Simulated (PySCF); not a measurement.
## Electronic structure of C2H10FNSi2 (SMILES CC(F)([SiH3])N[SiH3]) in real space

The calculation's input:

```
{"job": {"kind": "nmr", "xc": "PBE0", "basis": "pcSseg-1"}, "charge": 0, "multiplicity": 1}
C     -0.069990    -0.638962    -0.274620
Si     0.524733     0.626930    -1.598541
N     -0.174773    -0.102671     1.028765
Si    -0.831294     1.455196     1.483482
C      0.772293    -1.899117    -0.274213
F     -1.349866    -1.025659    -0.763620
H     -0.469014     1.734630    -1.708554
H      0.610941    -0.095585    -2.900191
H      1.864362     1.183922    -1.242174
H     -0.257507    -0.825389     1.741217
H     -2.234384     1.703156     1.030261
H      0.029990     2.543232     0.931156
H     -0.784903     1.476611     2.974409
H      1.801607    -1.679422     0.043216
H      0.333319    -2.627204     0.429055
H      0.792142    -2.363264    -1.269746
```

Command:

```sh
OMP_NUM_THREADS=1 python cluster_run.py task.json out
```

Geometry: PBE0-D3(BJ)/def2-SVP.

Level of theory: PBE0/pcSseg-1, SCF density, gas phase, non-relativistic in PySCF 2.14.0.

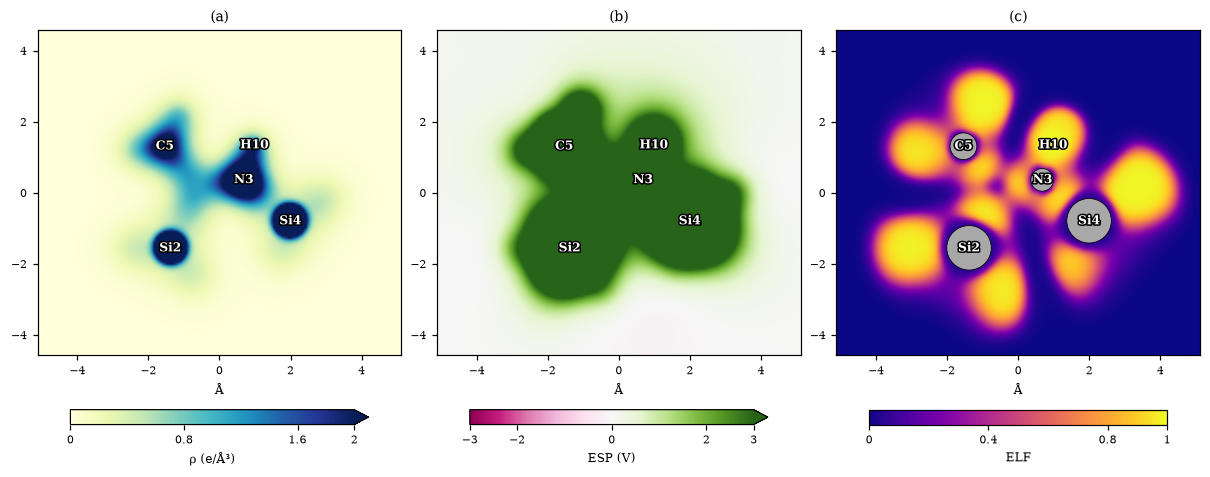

Figure 1. (a) electron density; (b) molecular electrostatic potential; (c) electron localisation function on the plane of atoms Si4, N3 and H10. Grey discs cover the atomic cores in the ELF map.

What does the map show?

The section cuts through Si, N, C and H sites.
Si–N (1.75 Å): ρ at the midpoint is about 1 e/Å³; the ELF peaks at about 0.90 between the atoms, as expected for a shared but strongly polarised pair.
N–H (1.02 Å): ρ is about 2.8 e/Å³ halfway; the ELF climbs to about 1 towards the hydrogen, as it does in any bond to H (an ordinary covalent bond to hydrogen).
The potential has no marked negative region in this plane.

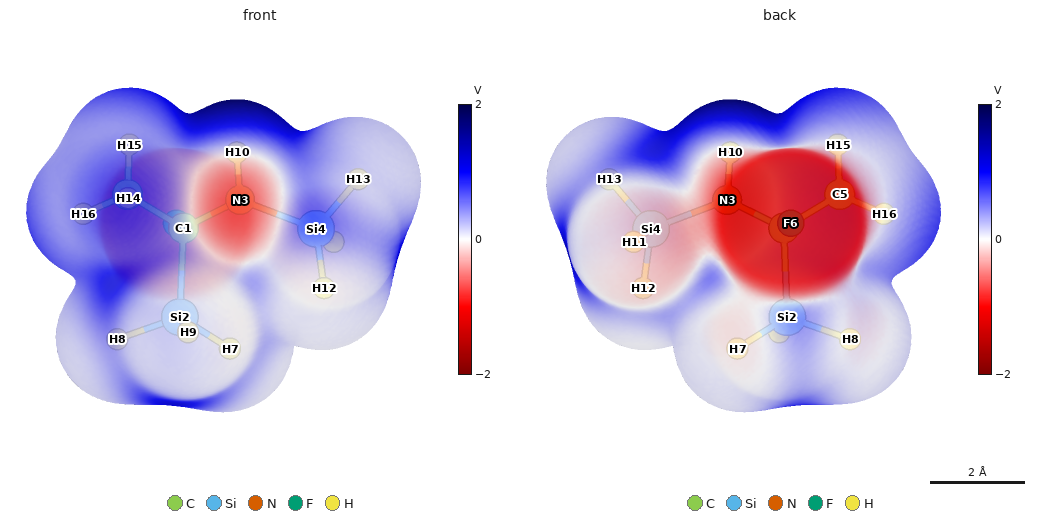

Figure 2. The molecular electrostatic potential painted on the density surface at 0.002 e/bohr³, seen from the front and from behind; red is negative and blue positive.

Describe the electrostatic potential map.

The most negative region (about −1.2 V, or −28 kcal/mol for a unit charge) lies over F6, the most positive (about +1.7 V, or +39 kcal/mol for a unit charge) over H10.

How polar is the molecule by this calculation?

Its dipole moment is 1.74 D.
